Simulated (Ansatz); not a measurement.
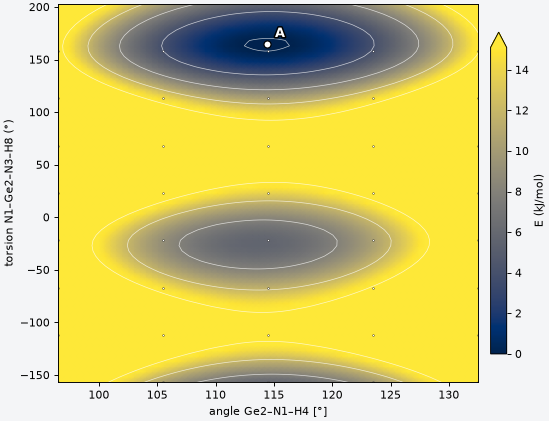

GeH₆N₂, SMILES [NH2][GeH2][NH2]. Two internal coordinates are moved rigidly from the geometry relaxed at PBE0-D4/def2-TZVP, all others fixed. First axis: angle Ge2–N1–H4. Second axis: torsion N1–Ge2–N3–H8. Grid: 5 × 8 points. Points are written as (first, second). Energies: kJ/mol, counted from the lowest grid point. The calculation used RKS PBE-D4/def2-TZVPP in Ansatz.

In the figure: a smooth colour map with a few white contour lines, dots at the grid points, one colour for all values above the top of the scale, the well A. Between grid points the surface is interpolated.

**Where is the minimum, and how stiff is the well along each coordinate? Take the well at A.**

The interpolated minimum is at angle Ge2–N1–H4 ≈ 114.4°, torsion N1–Ge2–N3–H8 ≈ 165°. The curvatures there are about 3.4 eV/rad² and 0.35 eV/rad², with a cross term of about −0.04 eV/rad². Round the minimum the two coordinates are nearly uncoupled. (1 eV is 96.5 kJ/mol.)
